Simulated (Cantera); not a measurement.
Feed: 1 mol S, 0.044 mol H2, equilibrated at 2925 K.

Equilibrium computed with Cantera from the NASA thermochemical tables; the gas is ideal and each condensed phase is pure. Candidate condensed phases: S; 7 gas species. The ideal-gas law is rough above about 30 bar. The numbers say what is thermodynamically allowed, not how fast it happens.

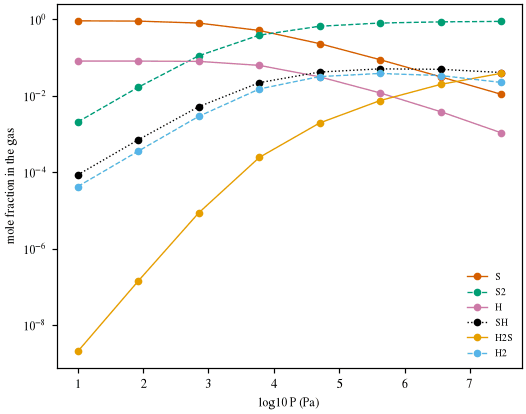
*Equilibrium gas composition (values under 1e-9 drawn at 1e-9)*

### Question
Read off the mole fractions at 10.0 Pa.

### Answer
S about 0.92, H about 0.081, S2 about 0.0021, SH about 8.5e-5, H2 about 4.2e-5.
